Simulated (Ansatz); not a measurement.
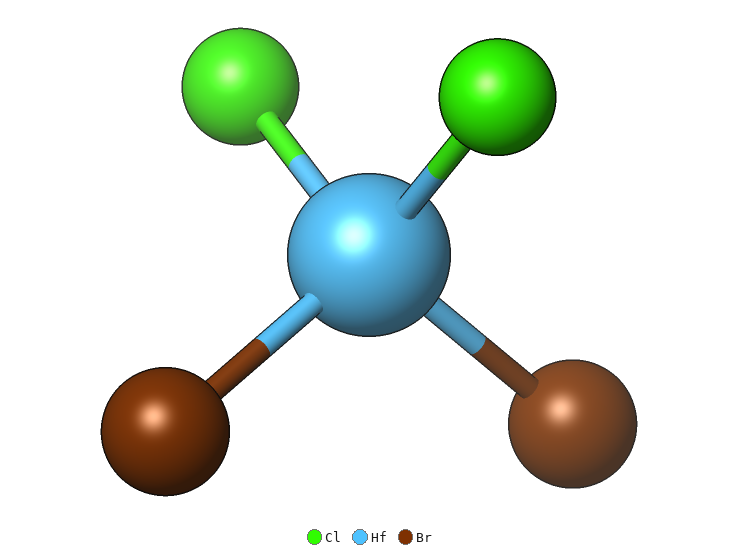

A metal compound. The species is neutral and a spin singlet. The computed structure is the end point of a PBE0-D4/def2-TZVP optimisation.

> What is the coordination number of the metal, and which atoms bind to it?

Hf binds 4 atoms: 2 Cl at 2.31 Å, 2 Br at 2.47 Å. The arrangement is tetrahedral.

> Give the formal oxidation state and the d-electron count.

Hf(IV), d⁰, counting the ligands as closed-shell ions or neutral donors.
